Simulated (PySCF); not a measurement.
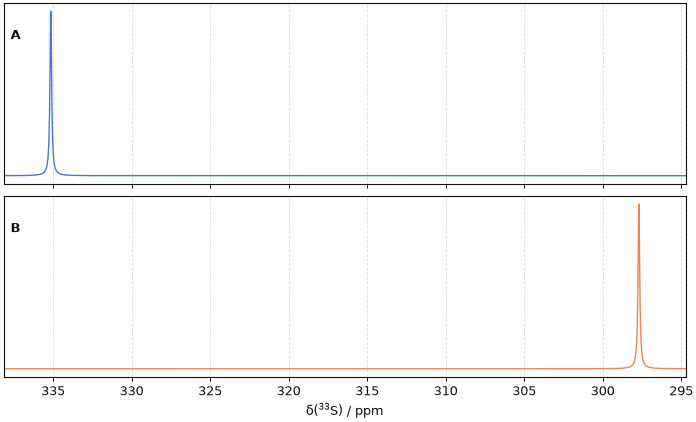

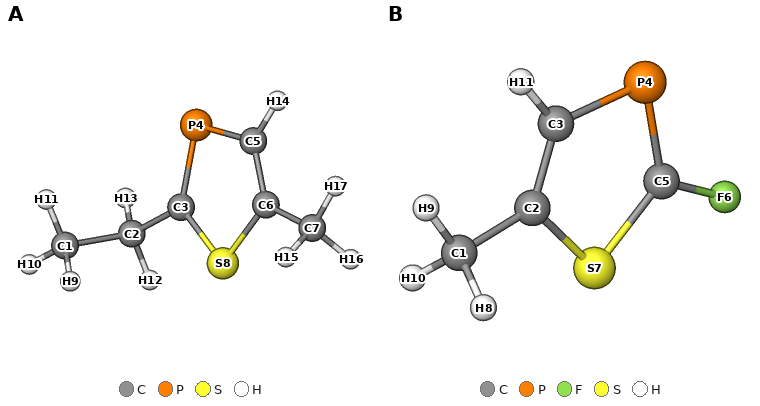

Related molecules: A is C₆H₉PS, SMILES CCc1pcc(C)s1; B is C₄H₄FPS, SMILES Cc1cpc(F)s1. GIAO ³³S shifts against CS₂, PBE0/pcSseg-1, PySCF, at a GFN2-xTB geometry (no frequency check); fully decoupled, line heights follow the number of nuclei within a panel, widths are arbitrary (no quadrupolar broadening); values of one conformer, averaged over nuclei that symmetry or rotation about single bonds exchange, these motions taken as fast; other conformers aren't averaged in.

Question: How does the ³³S shift respond?

Answer: From A (335.1 ppm) to B (297.7 ppm) the nucleus is shielded by 37.4 ppm.

Caveats, for all or some of the runs: the tight-binding geometry is rougher than a DFT one and adds to the error.
